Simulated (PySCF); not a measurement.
```xyz
19

C    -0.4893    0.9145    1.3093
C    -0.5015   -0.0969    0.1677
C    -1.5560   -1.1643    0.4470
C    -0.8686    0.6394   -1.1125
F    -0.6267   -0.1456   -2.2213
Si    1.2287   -0.9269   -0.0445
Si    2.7213    0.7047   -0.5769
H     0.2727    1.6779    1.1527
H    -0.2789    0.4114    2.2501
H    -1.4561    1.4117    1.3995
H    -1.6469   -1.8426   -0.3989
H    -1.2879   -1.7473    1.3260
H    -2.5324   -0.7097    0.6248
H    -1.9326    0.9027   -1.1493
H    -0.2639    1.5437   -1.2428
H     1.5644   -1.4797    1.2832
H     1.0005   -2.1017   -0.9051
H     2.4958    1.6399   -1.6838
H     4.1474    0.3779   -0.6326
```

Geometry: GFN2-xTB.

These are results of PySCF 2.14.0, density-fitted response routines, UKS B3LYP, pcH-1 on C F H Si, non-relativistic, mean-field spin-orbit, GIAO, not measurements.

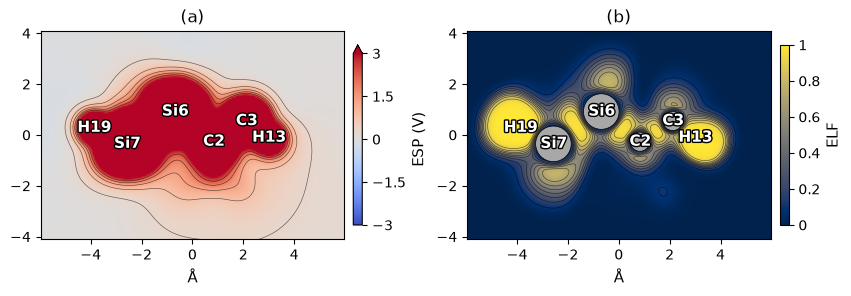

C4H12FSi2 (SMILES CC(C)(CF)[SiH2][SiH2]) (doublet). (a) molecular electrostatic potential; (b) ELF on the plane of atoms C2, C3 and H13. Grey discs cover the atomic cores in the ELF map.

Question: Interpret the plot.

Answer: The section cuts through C, Si and H sites. C–C (1.53 Å): the ELF peaks at about 0.95 between the atoms: localised, covalent bonding. C–Si (1.93 Å): the ELF peaks at about 0.95 between the atoms (a covalent bond). Si–Si (2.27 Å): the ELF peaks at about 1 between the atoms (a shared electron pair). C–H (1.09 Å): the ELF climbs to about 1 towards the hydrogen, as it does in any bond to H; a covalent bond by its length. Si–H (1.46 Å): the ELF climbs to about 1 towards the hydrogen. The potential has no marked negative region in this plane.
